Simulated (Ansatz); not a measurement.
The starting structures come from a database of crystals and need not be the phases stable at ambient conditions.

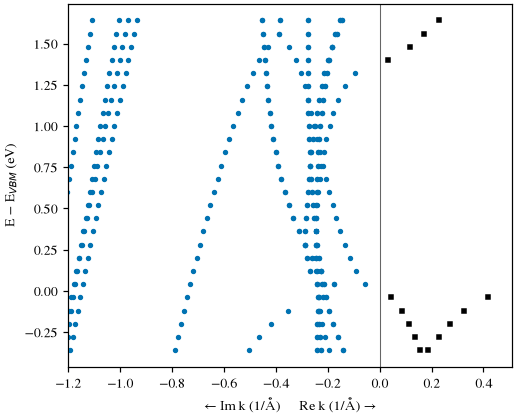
Figure: Complex bands at the centre of the two-dimensional zone; r2SCAN run with Ansatz (an electronic-structure program)

The gap is the functional's own, uncorrected, and κ follows it; spin-orbit coupling is left out. Mid-gap values are interpolated between the computed energies.

### Question
This is MgTe$_{2}$ (Pa-3, not sure to be the ambient phase, 12 atoms a cell, 29.7 Å³ an atom) along the normal of (001). Read off the slowest decay at the centre of the two-dimensional zone at 0.68 eV, the computed energy nearest the middle of the gap.

### Answer
κ ≈ 0.21 1/Å, a decay length 1/(2κ) of the density of 2.4 Å.
